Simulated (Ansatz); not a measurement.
O: several calculations on one system

Part 1: Relaxation

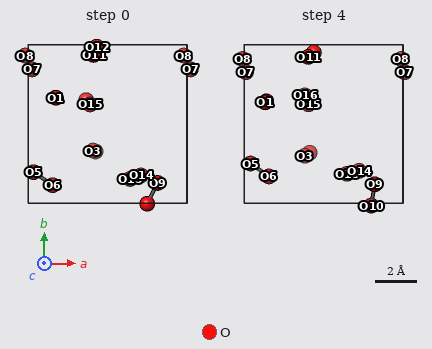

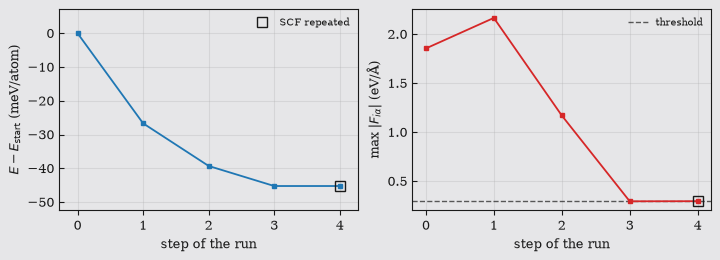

First and last geometry of a relaxation of an amorphous cell of composition O, with the history of the run. Style: ball-and-stick. Shown: the cell of the calculation, along the c axis.

The cell holds 8 O2. The run prepares the start of a later molecular dynamics calculation, from a guessed geometry.

Computed with DFT PBE-D3(BJ), scalar-relativistic, plane waves, PAW (Ansatz 0.2.0). (plane-wave cutoff 420 eV; k-point mesh 1 × 1 × 1; occupations fermi dirac; smearing width 0.02 eV; collinear spin; atoms relaxed in a fixed cell; force threshold 0.3 eV/Å; at most 15 steps)

Read the history and describe the run.

Answer. It converged. The largest moves, 0.52 Å, are those of O atoms. The cell stays as it was. Some distances before and after: O–O 1.246 → 1.222 Å. After 3 accepted moves (4 points after the start) the energy has fallen by 45.3 meV per atom. The largest force component goes from 1.9 to 0.29 eV/Å. 1 step only repeated the SCF at the same geometry. The run took 27 s on 1 thread of Arm Neoverse V1, with other jobs on the host, peak memory 0.51 GiB.

```json
{"step": "0", "E − E(0), meV/atom": "0.00", "largest force component, eV/Å": "1.8536", "note": ""}
{"step": "1", "E − E(0), meV/atom": "-26.69", "largest force component, eV/Å": "2.1651", "note": ""}
{"step": "2", "E − E(0), meV/atom": "-39.31", "largest force component, eV/Å": "1.1694", "note": ""}
{"step": "3", "E − E(0), meV/atom": "-45.25", "largest force component, eV/Å": "0.2938", "note": ""}
{"step": "4", "E − E(0), meV/atom": "-45.25", "largest force component, eV/Å": "0.2948", "note": "same geometry, SCF repeated"}
```

Limits of the set-up: the periodic images lie only 7.9 Å apart, so the values are limited by the cell's size.

Part 2: Dynamics

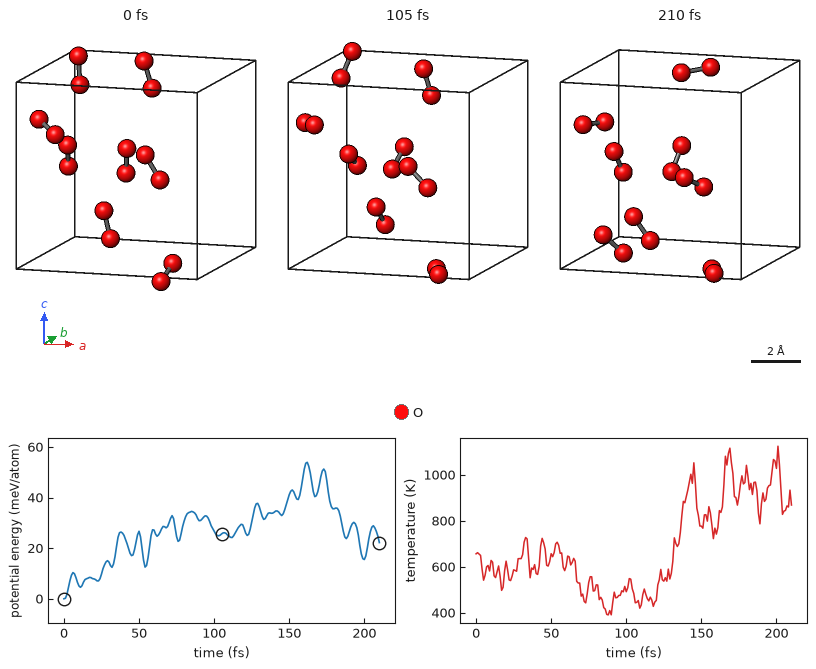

First-principles dynamics of a periodic cell with 8 O2 at 0.87 g/cm³, 210 fs long. Frames and the history of the run. The picture is a ball-and-stick view of the simulation cell, seen slightly off an axis. Atoms that leave the cell re-enter on the other side.

These are results of Ansatz, DFT PBE-D3(BJ), scalar-relativistic, plane waves, PAW, not measurements. Settings: plane-wave cutoff 420 eV; k-point mesh 1 × 1 × 1; Fermi-Dirac smearing 0.02 eV; spin collinear; Langevin thermostat (NVT); set temperature 700 K; time step 1 fs; friction 0.02 per fs.

Input
```yaml
crystal:
  lattice:
    - [7.877294, 0.0, 0.0]
    - [0.0, 7.877294, 0.0]
    - [0.0, 0.0, 7.877294]
  atoms:
    - { symbol: O, position: [0.13184012, 0.63553453, 1.03337447], spin: 0.56 }
    - { symbol: O, position: [0.13850339, 0.6422232, 0.87900241], spin: 0.56 }
    - { symbol: O, position: [0.3823099, 0.29894402, 0.27748247], spin: 0.56 }
    - { symbol: O, position: [0.41231475, 0.3179813, 0.12645681], spin: 0.56 }
    - { symbol: O, position: [0.03915111, 0.24997963, 0.75629875], spin: 0.56 }
    - { symbol: O, position: [0.15499462, 0.16847011, 0.69437797], spin: 0.56 }
    - { symbol: O, position: [0.01085755, 0.82555956, 0.51671455], spin: 0.56 }
    - { symbol: O, position: [-0.01175279, 0.90905201, 0.38806647], spin: 0.56 }
    - { symbol: O, position: [0.82199958, 0.11855501, 1.05182528], spin: 0.56 }
    - { symbol: O, position: [0.80000788, -0.01504237, 0.97592007], spin: 0.56 }
    - { symbol: O, position: [0.40264729, 0.92254327, 0.97203942], spin: 0.56 }
    - { symbol: O, position: [0.43824702, 0.94996258, 0.82392811], spin: 0.56 }
    - { symbol: O, position: [0.64768372, 0.18504645, 0.61079349], spin: 0.56 }
    - { symbol: O, position: [0.72381405, 0.20396454, 0.47747014], spin: 0.56 }
    - { symbol: O, position: [0.40428947, 0.62318921, 0.5557195], spin: 0.56 }
    - { symbol: O, position: [0.38147023, 0.67945806, 0.41302199], spin: 0.56 }
magnetization:
  spin_polarized: true
basis:
  ecutwfc: 420.0
kpoints:
  mp_grid: { grid: [1, 1, 1] }
hamiltonian:
  xc: pbe
  dispersion: d3bj
scf:
  occupations: { method: fermi_dirac, width: 0.02 }
  lower_state_search: "off"
md:
  timestep: 1
  n_steps: 210
  ensemble: nvt_langevin
  temperature: 700.0
  initial_velocities: maxwell_boltzmann
  seed: 583116
  friction: 0.02
```

Launched with:
```bash
ansatz run input.yaml --threads 1 --pin off --max-ram 3072MiB --backend cpu --events-out ev --progress --plain --runs-dir out
```

**Describe the run.**

Over the second half the temperature averages 800 K (spread ±200 K). The potential energy in the second half lies on average 33.4 meV per atom above the first frame. In the second half of the run the atoms are, in the root-mean-square, this far from where they began (common drift taken out): O 0.67 Å. The heavy atoms stay within a fraction of a molecule's size of their starting places; so short a run doesn't tell a liquid from a solid.

Limits of the set-up: the periodic images lie only 7.9 Å apart, so the values are limited by the cell's size.

Part 3: Dynamics

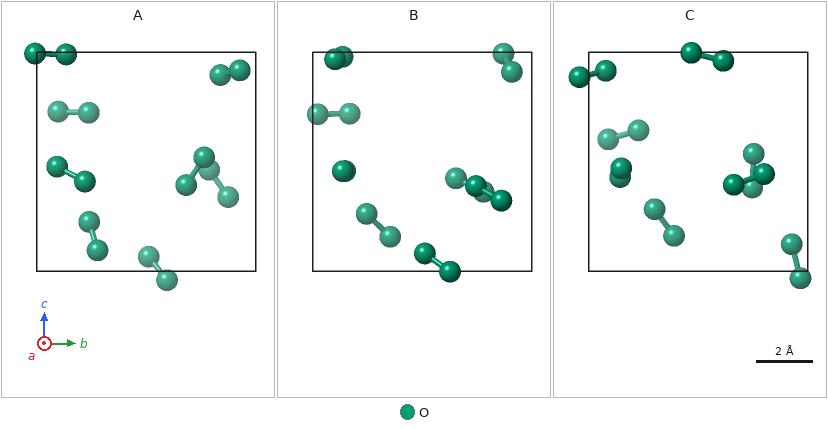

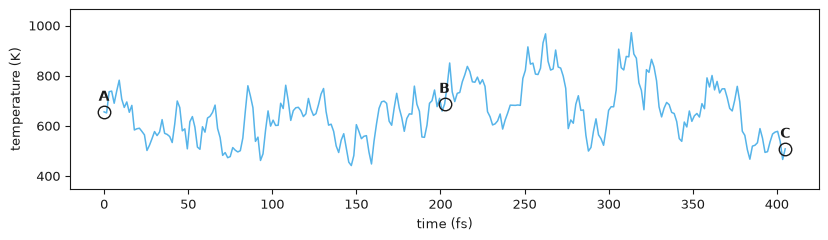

Molecular dynamics of a periodic cell with 8 O2 at 0.87 g/cm³, 405 fs long. It starts from the last geometry of an earlier run, with fresh velocities. Frames (A at 0 fs, B at 202 fs, C at 405 fs) and the history of the run. A ball-and-stick model of the simulation cell, seen along the a axis. Atoms that leave the cell re-enter on the other side.

The calculation used Ansatz, DFT PBE-D3(BJ), scalar-relativistic, plane waves, PAW. Settings: plane-wave cutoff 420 eV; k-point mesh 1 × 1 × 1; Fermi-Dirac smearing 0.02 eV; spin collinear; Langevin thermostat (NVT); set temperature 700 K; time step 1.5 fs; friction 0.02 per fs.

The input:
```yaml
crystal:
  lattice:
    - [7.877294, 0.0, 0.0]
    - [0.0, 7.877294, 0.0]
    - [0.0, 0.0, 7.877294]
  atoms:
    - { symbol: O, position: [0.04084735, 0.50703906, 1.06281558], spin: 1.0 }
    - { symbol: O, position: [0.12585874, 0.59049055, 0.95558223], spin: 1.0 }
    - { symbol: O, position: [0.29746373, 0.2349474, 0.22159152], spin: 1.0 }
    - { symbol: O, position: [0.37735487, 0.27307492, 0.09160757], spin: 1.0 }
    - { symbol: O, position: [0.1387025, 0.2332667, 0.71993446], spin: 1.0 }
    - { symbol: O, position: [0.06364237, 0.09376879, 0.72514496], spin: 1.0 }
    - { symbol: O, position: [0.01189085, 0.78303011, 0.45942589], spin: 1.0 }
    - { symbol: O, position: [0.03479536, 0.86985283, 0.33482769], spin: 1.0 }
    - { symbol: O, position: [0.76507985, 0.13000601, 0.98628173], spin: 1.0 }
    - { symbol: O, position: [0.82284542, -0.01234795, 0.99034291], spin: 1.0 }
    - { symbol: O, position: [0.36763001, 0.83417769, 0.89233981], spin: 1.0 }
    - { symbol: O, position: [0.50111043, 0.92281198, 0.91353005], spin: 1.0 }
    - { symbol: O, position: [0.62528644, 0.08869005, 0.47392033], spin: 1.0 }
    - { symbol: O, position: [0.69206436, 0.21553887, 0.40574361], spin: 1.0 }
    - { symbol: O, position: [0.39401558, 0.76011407, 0.51618565], spin: 1.0 }
    - { symbol: O, position: [0.36545361, 0.67803012, 0.38966274], spin: 1.0 }
magnetization:
  spin_polarized: true
basis:
  ecutwfc: 420.0
kpoints:
  mp_grid: { grid: [1, 1, 1] }
hamiltonian:
  xc: pbe
  dispersion: d3bj
scf:
  occupations: { method: fermi_dirac, width: 0.02 }
  lower_state_search: "off"
md:
  timestep: 1.5
  n_steps: 270
  ensemble: nvt_langevin
  temperature: 700.0
  initial_velocities: maxwell_boltzmann
  seed: 52603
  friction: 0.02
```

Command:
```bash
ansatz run input.yaml --threads 1 --pin off --max-ram 3072MiB --backend cpu --events-out ev --progress --plain --runs-dir out
```

Q: Describe the run.

A: Over the second half the temperature averages 699 K (spread ±117 K). The potential energy is still drifting at the end, so the run hasn't reached equilibrium. The potential energy in the second half lies on average 6.0 meV per atom above the first frame. Root-mean-square distances from the starting positions over the second half, with the common drift of all atoms taken out: O 1.08 Å. The molecules turn and drift from their places.

Limits of the set-up: the periodic images lie only 7.9 Å apart, so the values are limited by the cell's size.

The run took 28 min on 1 thread of Arm Neoverse V1, on a shared host, peak memory 0.54 GiB.
